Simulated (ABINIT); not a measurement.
# TaAgO3 (Pm-3m): G0W0 with ABINIT, start to end, part 2 of 3

Aim: the G0W0 gap of TaAgO3 (Pm-3m) on PBEsol, step by step.

ABINIT 10.8.3; PBEsol and many-body steps on it, plane waves. Known limits of the many-body steps: not at the basis limit; d shell near the gap, gap tends to lie low; no spin-orbit coupling; coarse k mesh.

So far. Step 2 (Ground state): The gap is indirect, with the least direct gap 0.58 eV higher.

**3. Bands along the symmetry lines**

Level of this step: DFT, PBEsol, plane waves, norm-conserving pseudopotentials (ABINIT).

The cheap functional maps the bands first; the places of the edges decide which points the dearer methods must see.

Input file run.abi:

```
acell 3*1.0 Angstrom
rprim 
  3.999370000000 0.000000000000 0.000000000000
  0.000000000000 3.999370000000 0.000000000000
  0.000000000000 0.000000000000 3.999370000000
ntypat 3
znucl 73 47 8
natom 5
typat 1 2 3 3 3
xred 
  0.000000000000 0.000000000000 0.000000000000
  0.500000000000 0.500000000000 0.500000000000
  0.000000000000 0.000000000000 0.500000000000
  0.000000000000 0.500000000000 0.000000000000
  0.500000000000 0.000000000000 0.000000000000
pp_dirpath "pseudos"
pseudos "Ta.upf, Ag.upf, O.upf"
ecut 37
iscf -2
irdden 1
kptopt 0
nkpt 50
kpt 
  0.00000000 0.00000000 0.00000000
  0.00000000 0.06250000 0.00000000
  0.00000000 0.12500000 0.00000000
  0.00000000 0.18750000 0.00000000
  0.00000000 0.25000000 0.00000000
  0.00000000 0.31250000 0.00000000
  0.00000000 0.37500000 0.00000000
  0.00000000 0.43750000 0.00000000
  0.00000000 0.50000000 0.00000000
  0.06250000 0.50000000 0.00000000
  0.12500000 0.50000000 0.00000000
  0.18750000 0.50000000 0.00000000
  0.25000000 0.50000000 0.00000000
  0.31250000 0.50000000 0.00000000
  0.37500000 0.50000000 0.00000000
  0.43750000 0.50000000 0.00000000
  0.50000000 0.50000000 0.00000000
  0.43750000 0.43750000 0.00000000
  0.37500000 0.37500000 0.00000000
  0.31250000 0.31250000 0.00000000
  0.25000000 0.25000000 0.00000000
  0.18750000 0.18750000 0.00000000
  0.12500000 0.12500000 0.00000000
  0.06250000 0.06250000 0.00000000
  0.00000000 0.00000000 0.00000000
  0.06250000 0.06250000 0.06250000
  0.12500000 0.12500000 0.12500000
  0.18750000 0.18750000 0.18750000
  0.25000000 0.25000000 0.25000000
  0.31250000 0.31250000 0.31250000
  0.37500000 0.37500000 0.37500000
  0.43750000 0.43750000 0.43750000
  0.50000000 0.50000000 0.50000000
  0.43750000 0.50000000 0.43750000
  0.37500000 0.50000000 0.37500000
  0.31250000 0.50000000 0.31250000
  0.25000000 0.50000000 0.25000000
  0.18750000 0.50000000 0.18750000
  0.12500000 0.50000000 0.12500000
  0.06250000 0.50000000 0.06250000
  0.00000000 0.50000000 0.00000000
  0.50000000 0.50000000 0.50000000
  0.50000000 0.50000000 0.43750000
  0.50000000 0.50000000 0.37500000
  0.50000000 0.50000000 0.31250000
  0.50000000 0.50000000 0.25000000
  0.50000000 0.50000000 0.18750000
  0.50000000 0.50000000 0.12500000
  0.50000000 0.50000000 0.06250000
  0.50000000 0.50000000 0.00000000
istwfk *1
nband 32
nbdbuf 2
tolwfr 1e-08
nstep 40
prtwf 0
prtvol 0
indata_prefix "in"
outdata_prefix "out"
tmpdata_prefix "tmp"
```

Started as:

```bash
$ OMP_NUM_THREADS=1 mpirun -n 4 abinit run.abi > log
```

Numbers of over 12 decimals in the logs are rounded to 6 here.

Output:

```text
.Version 10.8.3 of ABINIT. v10.8.2 released Aug 2026.

 Symmetries : space group Pm -3 m (#221); Bravais cP (primitive cubic)
[... echo of the input left out ...]
== DATASET  1 ==================================================================
-   mpi_nproc: 4, omp_nthreads: 1 (-1 if OMP is not activated)

--- !DatasetInfo
iteration_state: {dtset: 1, }
dimensions: {natom: 5, nkpt: 50, mband: 32, nsppol: 1, nspinor: 1, nspden: 1, mpw: 4697, }
cutoff_energies: {ecut:  37.0, pawecutdg:  -1.0, }
electrons: {nelect:   5.00000000E+01, charge:   0.00000000E+00, occopt:   1.00000000E+00, tsmear:   1.00000000E-02, }

 Real(R)+Recip(G) space primitive vectors, cartesian coordinates (Bohr,Bohr^-1):
 R(1)=  7.5577140  0.0000000  0.0000000  G(1)=  0.1323151  0.0000000  0.0000000
 R(2)=  0.0000000  7.5577140  0.0000000  G(2)=  0.0000000  0.1323151  0.0000000
 R(3)=  0.0000000  0.0000000  7.5577140  G(3)=  0.0000000  0.0000000  0.1323151
 Unit cell volume ucvol=  4.3168937E+02 bohr^3
 Angles (23,13,12)=  9.00000000E+01  9.00000000E+01  9.00000000E+01 degrees

 getcut: wavevector=  0.0000  0.0000  0.0000  ngfft=  45  45  45
         ecut(hartree)=     37.000   => boxcut(ratio)=   2.12616

--- Pseudopotential description ------------------------------------------------
- Ta Generated using ONCVPSP code by D. R. Hamann
- 73.00000  13.00000  180301                  znucl, zion, pspdat
12 -116133 3 -1 1432                          pspcod,pspxc,lmax,lloc,mmax
     nproj     2     2     2     2
  pspatm : epsatm=   21.70780620
         --- l  ekb(1:nproj) -->
             0   11.480337    1.447149
             1    5.630373    0.817168
             2    1.844704    0.232364
[...]
pspatm: atomic psp has been read  and splines computed

- Ag Generated using ONCVPSP code by D. R. Hamann
- 47.00000  19.00000  180301                  znucl, zion, pspdat
12 -116133 2 -1 1538                          pspcod,pspxc,lmax,lloc,mmax
     nproj     2     2     2     0
  pspatm : epsatm=   27.64581140
         --- l  ekb(1:nproj) -->
[...]
pspatm: atomic psp has been read  and splines computed

- O Generated using ONCVPSP code by D. R. Hamann
-  8.00000   6.00000  180301                  znucl, zion, pspdat
12 -116133 2 -1 936                           pspcod,pspxc,lmax,lloc,mmax
     nproj     2     2     1     0
  pspatm : epsatm=    6.22910120
         --- l  ekb(1:nproj) -->
[...]
2   -1.335834
 pspatm: atomic psp has been read  and splines computed

--------------------------------------------------------------------------------

================================================================================
 prteigrs : about to open file out_EIG
 Non-SCF case, kpt    1 (  0.00000  0.00000  0.00000), residuals and eigenvalues=
  6.54E-09  3.33E-09  1.74E-09  5.32E-09  6.28E-09  3.05E-09  3.55E-09  5.34E-09
[...]
Non-SCF case, kpt   49 (  0.50000  0.50000  0.06250), residuals and eigenvalues=
[...]
5.2350E-01  5.2350E-01
 Non-SCF case, kpt   50 (  0.50000  0.50000  0.00000), residuals and eigenvalues=
[...]
1.4814E-01  1.6626E-01  1.7311E-01  1.7632E-01  2.0218E-01  2.0218E-01
  2.2261E-01  3.9502E-01  3.9502E-01  4.1111E-01  4.4684E-01  4.9360E-01
  5.2155E-01  5.2155E-01

--- !ResultsGS
iteration_state: {dtset: 1, }
comment   : Summary of ground state results
lattice_vectors:
- [  7.5577140,   0.0000000,   0.0000000, ]
- [  0.0000000,   7.5577140,   0.0000000, ]
- [  0.0000000,   0.0000000,   7.5577140, ]
lattice_lengths: [   7.55771,    7.55771,    7.55771, ]
lattice_angles: [ 90.000,  90.000,  90.000, ] # degrees, (23, 13, 12)
lattice_volume:   4.3168937E+02
convergence: {deltae:  0.000E+00, res2:  0.000E+00, residm:  9.993E-09, diffor:  0.000E+00, }
etotal    :  -2.69555367E+02
entropy   :   0.00000000E+00
fermie    :   2.22611329E-01
cartesian_stress_tensor: null
pressure_GPa: null
xred      :
- [  0.0000E+00,   0.0000E+00,   0.0000E+00, Ta]
- [  5.0000E-01,   5.0000E-01,   5.0000E-01, Ag]
- [  0.0000E+00,   0.0000E+00,   5.0000E-01,  O]
- [  0.0000E+00,   5.0000E-01,   0.0000E+00,  O]
- [  5.0000E-01,   0.0000E+00,   0.0000E+00,  O]
cartesian_forces: null
force_length_stats: {min: null, max: null, mean: null, }

 Integrated electronic density in atomic spheres:
 ------------------------------------------------
 Atom  Sphere_radius  Integrated_density
[...]
================================================================================

 ----iterations are completed or convergence reached----

 Mean square residual over all n,k,spin=   51.145E-10; max=  99.932E-10
 reduced coordinates (array xred) for    5 atoms
[...]
0.000000000000      0.500000000000      0.000000000000
       0.500000000000      0.000000000000      0.000000000000

 cartesian coordinates (angstrom) at end:
    1      0.000000     0.000000     0.000000
    2      1.999685     1.999685     1.999685
    3      0.000000     0.000000     1.999685
    4      0.000000     1.999685     0.000000
    5      1.999685     0.000000     0.000000
 length scales=  1.889726125908  1.889726125908  1.889726125908 bohr
              =  1.000000000000  1.000000000000  1.000000000000 angstroms
 prteigrs : about to open file out_EIG
 Eigenvalues (hartree) for nkpt=  50  k points:
 kpt#   1, nband= 32, wtk=  1.00000, kpt=  0.0000  0.0000  0.0000 (reduced coord)
[...]
kpt#   2, nband= 32, wtk=  1.00000, kpt=  0.0000  0.0625  0.0000 (reduced coord)
[...]
kpt#   3, nband= 32, wtk=  1.00000, kpt=  0.0000  0.1250  0.0000 (reduced coord)
[...]
kpt#  49, nband= 32, wtk=  1.00000, kpt=  0.5000  0.5000  0.0625 (reduced coord)
[...]
kpt#  50, nband= 32, wtk=  1.00000, kpt=  0.5000  0.5000  0.0000 (reduced coord)
[...]
0.13867    0.13867    0.14814    0.16626    0.17311    0.17632    0.20218    0.20218
   0.22261    0.39502    0.39502    0.41111    0.44684    0.49360    0.52155    0.52155

== END DATASET(S) ==============================================================
================================================================================

 -outvars: echo values of variables after computation  --------
            nband          32
             nkpt          50
          spgroup         221
 [... the other variables as echoed above ...]

 Calculation completed.
```

Wall time 42 s (4 MPI ranks of Arm Neoverse V2, shared host); peak memory 0.38 GiB; 2.8 min of CPU time.

This step gave:

```
gap                        : 1.588 eV
k of the valence top       : 0.5, 0.5, 0
k of the conduction bottom : 0, 0, 0
least direct gap           : 2.171 eV
```

The gap is 1.588 eV, as in the run before at this level.

Electronic bands along the path, in eV, zero at the top of the highest filled band:

```csv
point,band 22,band 23,band 24,band 25,band 26,band 27,band 28,band 29
Γ,-1.37,-1.12,-1.12,-1.12,1.59,2.16,2.16,2.16
X,-1.36,-0.24,-0.17,-0.17,2.00,4.63,4.63,4.83
M,-1.26,-0.56,-0.56,0.00,4.69,4.69,5.13,6.10
Γ,-1.37,-1.12,-1.12,-1.12,1.59,2.16,2.16,2.16
R,-1.26,-0.33,-0.33,-0.33,3.32,6.04,6.04,6.04
X,-1.36,-0.24,-0.17,-0.17,2.00,4.63,4.63,4.83
jump to R,-1.26,-0.33,-0.33,-0.33,3.32,6.04,6.04,6.04
M,-1.26,-0.56,-0.56,0.00,4.69,4.69,5.13,6.10
```

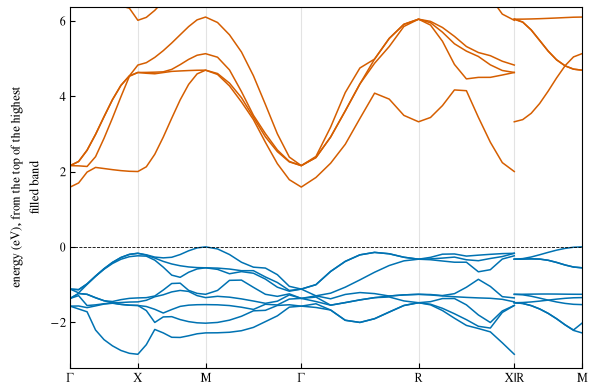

Electronic bands along the path; lines of filled and empty bands in two colours.

**4. Empty states on the mesh, 2×2×2 mesh, 73 bands**

The sums over transitions need many empty states on a uniform mesh; this step solves for them.

Input file run.abi:

```
acell 3*1.0 Angstrom
rprim 
  3.999370000000 0.000000000000 0.000000000000
  0.000000000000 3.999370000000 0.000000000000
  0.000000000000 0.000000000000 3.999370000000
ntypat 3
znucl 73 47 8
natom 5
typat 1 2 3 3 3
xred 
  0.000000000000 0.000000000000 0.000000000000
  0.500000000000 0.500000000000 0.500000000000
  0.000000000000 0.000000000000 0.500000000000
  0.000000000000 0.500000000000 0.000000000000
  0.500000000000 0.000000000000 0.000000000000
pp_dirpath "pseudos"
pseudos "Ta.upf, Ag.upf, O.upf"
ecut 37
ngkpt 2 2 2
nshiftk 1
shiftk 0 0 0
kptopt 1
chksymbreak 0
iscf -2
irdden 1
istwfk *1
nband 73
nbdbuf 6
tolwfr 1e-09
nstep 60
prtvol 0
indata_prefix "in"
outdata_prefix "out"
tmpdata_prefix "tmp"
```

Output:

```text
.Version 10.8.3 of ABINIT. v10.8.2 released Aug 2026.

 Symmetries : space group Pm -3 m (#221); Bravais cP (primitive cubic)
[... echo of the input left out ...]
== DATASET  1 ==================================================================
-   mpi_nproc: 4, omp_nthreads: 1 (-1 if OMP is not activated)

--- !DatasetInfo
iteration_state: {dtset: 1, }
dimensions: {natom: 5, nkpt: 4, mband: 73, nsppol: 1, nspinor: 1, nspden: 1, mpw: 4697, }
cutoff_energies: {ecut:  37.0, pawecutdg:  -1.0, }
electrons: {nelect:   5.00000000E+01, charge:   0.00000000E+00, occopt:   1.00000000E+00, tsmear:   1.00000000E-02, }

 Real(R)+Recip(G) space primitive vectors, cartesian coordinates (Bohr,Bohr^-1):
 R(1)=  7.5577140  0.0000000  0.0000000  G(1)=  0.1323151  0.0000000  0.0000000
 R(2)=  0.0000000  7.5577140  0.0000000  G(2)=  0.0000000  0.1323151  0.0000000
 R(3)=  0.0000000  0.0000000  7.5577140  G(3)=  0.0000000  0.0000000  0.1323151
 Unit cell volume ucvol=  4.3168937E+02 bohr^3
 Angles (23,13,12)=  9.00000000E+01  9.00000000E+01  9.00000000E+01 degrees

 getcut: wavevector=  0.0000  0.0000  0.0000  ngfft=  45  45  45
         ecut(hartree)=     37.000   => boxcut(ratio)=   2.12616

--- Pseudopotential description ------------------------------------------------
- Ta Generated using ONCVPSP code by D. R. Hamann
- 73.00000  13.00000  180301                  znucl, zion, pspdat
12 -116133 3 -1 1432                          pspcod,pspxc,lmax,lloc,mmax
     nproj     2     2     2     2
  pspatm : epsatm=   21.70780620
         --- l  ekb(1:nproj) -->
             0   11.480337    1.447149
             1    5.630373    0.817168
             2    1.844704    0.232364
[...]
pspatm: atomic psp has been read  and splines computed

- Ag Generated using ONCVPSP code by D. R. Hamann
- 47.00000  19.00000  180301                  znucl, zion, pspdat
12 -116133 2 -1 1538                          pspcod,pspxc,lmax,lloc,mmax
     nproj     2     2     2     0
  pspatm : epsatm=   27.64581140
         --- l  ekb(1:nproj) -->
[...]
pspatm: atomic psp has been read  and splines computed

- O Generated using ONCVPSP code by D. R. Hamann
-  8.00000   6.00000  180301                  znucl, zion, pspdat
12 -116133 2 -1 936                           pspcod,pspxc,lmax,lloc,mmax
     nproj     2     2     1     0
  pspatm : epsatm=    6.22910120
         --- l  ekb(1:nproj) -->
[...]
2   -1.335834
 pspatm: atomic psp has been read  and splines computed

--------------------------------------------------------------------------------

================================================================================
 prteigrs : about to open file out_EIG
 Non-SCF case, kpt    1 (  0.00000  0.00000  0.00000), residuals and eigenvalues=
  2.84E-10  5.95E-10  3.14E-10  4.60E-10  8.06E-10  1.60E-10  2.78E-10  4.60E-10
  1.80E-10  7.90E-11  1.77E-10  1.38E-10  1.00E-10  6.50E-10  2.01E-10  7.58E-10
  4.87E-10  6.31E-10  7.63E-10  2.03E-10  2.20E-10  5.22E-10  8.66E-11  1.17E-10
[...]
2.00E-07
 -3.0455E+00 -2.2732E+00 -1.7063E+00 -1.7063E+00 -1.7063E+00 -1.0413E+00
 -1.0413E+00 -1.0413E+00 -4.3258E-01 -4.0214E-01 -4.0214E-01  1.0850E-01
  1.0850E-01  1.0850E-01  1.6158E-01  1.6158E-01  1.6477E-01  1.6477E-01
[...]
1.5434E+00  1.5434E+00  1.5434E+00  1.5694E+00  1.5694E+00  1.6199E+00
  1.6612E+00  1.6612E+00  1.6612E+00  1.6788E+00  1.7577E+00  1.7577E+00
  1.7577E+00
 prteigrs : prtvol=0 or 1, do not print more k-points.

--- !ResultsGS
iteration_state: {dtset: 1, }
comment   : Summary of ground state results
lattice_vectors:
- [  7.5577140,   0.0000000,   0.0000000, ]
- [  0.0000000,   7.5577140,   0.0000000, ]
- [  0.0000000,   0.0000000,   7.5577140, ]
lattice_lengths: [   7.55771,    7.55771,    7.55771, ]
lattice_angles: [ 90.000,  90.000,  90.000, ] # degrees, (23, 13, 12)
lattice_volume:   4.3168937E+02
convergence: {deltae:  0.000E+00, res2:  0.000E+00, residm:  9.813E-10, diffor:  0.000E+00, }
etotal    :  -2.69555367E+02
entropy   :   0.00000000E+00
fermie    :   2.22611329E-01
cartesian_stress_tensor: null
pressure_GPa: null
xred      :
- [  0.0000E+00,   0.0000E+00,   0.0000E+00, Ta]
- [  5.0000E-01,   5.0000E-01,   5.0000E-01, Ag]
- [  0.0000E+00,   0.0000E+00,   5.0000E-01,  O]
- [  0.0000E+00,   5.0000E-01,   0.0000E+00,  O]
- [  5.0000E-01,   0.0000E+00,   0.0000E+00,  O]
cartesian_forces: null
force_length_stats: {min: null, max: null, mean: null, }

 Integrated electronic density in atomic spheres:
 ------------------------------------------------
 Atom  Sphere_radius  Integrated_density
[...]
================================================================================

 ----iterations are completed or convergence reached----

 Mean square residual over all n,k,spin=   40.734E-11; max=  98.126E-11
 reduced coordinates (array xred) for    5 atoms
[...]
0.000000000000      0.500000000000      0.000000000000
       0.500000000000      0.000000000000      0.000000000000

 cartesian coordinates (angstrom) at end:
    1      0.000000     0.000000     0.000000
    2      1.999685     1.999685     1.999685
    3      0.000000     0.000000     1.999685
    4      0.000000     1.999685     0.000000
    5      1.999685     0.000000     0.000000
 length scales=  1.889726125908  1.889726125908  1.889726125908 bohr
              =  1.000000000000  1.000000000000  1.000000000000 angstroms
 prteigrs : about to open file out_EIG
 Eigenvalues (hartree) for nkpt=   4  k points:
 kpt#   1, nband= 73, wtk=  0.12500, kpt=  0.0000  0.0000  0.0000 (reduced coord)
[...]
1.47445    1.47445    1.47445    1.51784    1.54338    1.54338    1.54338    1.56940
   1.56940    1.61989    1.66123    1.66123    1.66123    1.67881    1.75774    1.75774
   1.75774
 prteigrs : prtvol=0 or 1, do not print more k-points.

== END DATASET(S) ==============================================================
================================================================================

 -outvars: echo values of variables after computation  --------
            nband          73
             nkpt           4
          spgroup         221
 [... the other variables as echoed above ...]

 Calculation completed.
```

Run time: 9.9 s. Hardware: 4 MPI ranks; peak memory 0.29 GiB; 39 s of CPU time.

This step gave:

* gap: 1.588 eV
* k of the valence top: 0.5, 0.5, 0
* k of the conduction bottom: 0, 0, 0
* least direct gap: 2.171 eV
* k points computed: 4
* lowest point of the top converged band, above the valence top: 37.15 eV

On this mesh the gap is 1.588 eV.

**5. Screening, 2×2×2 mesh, 67 bands, screening to 106.1 eV**

The RPA dielectric matrix is built and inverted for each q.

This step: RPA screening on PBEsol, plane waves, norm-conserving pseudopotentials.

Edit run.abi of step 4 so:

```diff
@@ -23,10 +23,11 @@
 chksymbreak 0
-iscf -2
-irdden 1
 istwfk *1
-nband 73
-nbdbuf 6
-tolwfr 1e-09
-nstep 60
-prtvol 0
+occopt 1
+irdwfk 1
+optdriver 3
+nband 67
+ecuteps 3.9
+inclvkb 2
+awtr 1
+symchi 1
 indata_prefix "in"
```

Output:

```text
.Version 10.8.3 of ABINIT. v10.8.2 released Aug 2026.

 Symmetries : space group Pm -3 m (#221); Bravais cP (primitive cubic)
[... echo of the input left out ...]
== DATASET  1 ==================================================================
-   mpi_nproc: 4, omp_nthreads: 1 (-1 if OMP is not activated)

--- !DatasetInfo
iteration_state: {dtset: 1, }
dimensions: {natom: 5, nkpt: 4, mband: 67, nsppol: 1, nspinor: 1, nspden: 1, mpw: 4697, }
cutoff_energies: {ecut:  37.0, pawecutdg:  -1.0, }
electrons: {nelect:   5.00000000E+01, charge:   0.00000000E+00, occopt:   1.00000000E+00, tsmear:   1.00000000E-02, }

 SCREENING: Calculation of the susceptibility and dielectric matrices

 Based on a program developped by R.W. Godby, V. Olevano, G. Onida, and L. Reining.
 Incorporated in ABINIT by V. Olevano, G.-M. Rignanese, and M. Torrent.
.Using double precision arithmetic ; gwpc =  8

[... cell and pseudopotentials left out ...]
--------------------------------------------------------------------------------

 ==== K-mesh for the wavefunctions ====
 Number of points in the irreducible wedge :     4
[... list of points left out ...]
 Together with 48 symmetry operations and time-reversal symmetry
 yields     8 points in the full Brillouin Zone.

 ==== Q-mesh for the screening function ====
 Number of points in the irreducible wedge :     4
[... list of points left out ...]
 Together with 48 symmetry operations and time-reversal symmetry
 yields     8 points in the full Brillouin Zone.

 setmesh: FFT mesh size selected  =    27x   27x   27
          total number of points  =        19683

 vcoul_init : cutoff-mode = AUXILIARY_FUNCTION
 q-points for optical limit:   1
     1)      0.000010    0.000020    0.000030

- screening: taking advantage of time-reversal symmetry
- Maximum band index for partially occupied states nbvw = 25
- Remaining bands to be divided among processors   nbcw = 42
- Number of bands treated by each node ~10

 Number of electrons calculated from density =   50.0000; Expected =   50.0000
 average of density, n =  0.115824
 r_s =    1.2726
 omega_plasma =   32.8288 [eV]

 calculating chi0 at frequencies [eV] :
  1    0.000000E+00    0.000000E+00
  2    0.000000E+00    3.282879E+01

--------------------------------------------------------------------------------
  q-point number  1        q = ( 0.000000, 0.000000, 0.000000) [r.l.u.]
--------------------------------------------------------------------------------
[... chi0 elements left out ...]
 For q-point:  0.000010 0.000020 0.000030
  dielectric constant =  11.4454
  dielectric constant without local fields =  11.9835

  Average fulfillment of the sum rule on Im[epsilon] for q-point    1 :     36.84  [%]
[... wings left out ...]
  q-point number  2        q = ( 0.500000, 0.000000, 0.000000) [r.l.u.]
--------------------------------------------------------------------------------
[... chi0 elements left out ...]
  Average fulfillment of the sum rule on Im[epsilon] for q-point    2 :     47.55  [%]

 [... 2 further q-points ...]
```

Elapsed: 7.4 s, on 4 MPI ranks; peak memory 0.62 GiB; 29 s of CPU time.

This step gave:

```
ε∞ with local fields, on this mesh, along the program's q direction : 11.45
the same without local fields                                       : 11.98
plasma frequency                                                    : 32.83 eV
plane waves in the screening matrix                                 : 171
```

Local fields lower ε∞ by 4 %. On a Γ-centred mesh this coarse the value itself is usually too large, while a short band sum pulls it down.

(Part 2 of 3 ends here.)

[Paths, hosts, dates, memory and timing lines, banners, echoed tables and standing remarks are left out of the program output.]

[Logs are printed without paths, hosts, clocks, repeated set-up lines and the standing remarks that a program may print on its own settings, such as how far it seeks lower states.]

[Runs of the session that timed out or met a known fault of the program may be left out.]

[Hosts, paths, dates, database ids (printed as entryN), source tags and the programs' standing remarks are cut or masked in the printed files.]

[G0W0 gaps are taken among the corrected bands and points alone; a level outside them can change the order at an edge.]

[Where Ansatz stands beside ABINIT at settings called matched, ABINIT's density can come from a denser mesh and the files from another edition; pairs whose starting gaps differed by over 0.03 eV were left out, so agreement reads better than it is.]
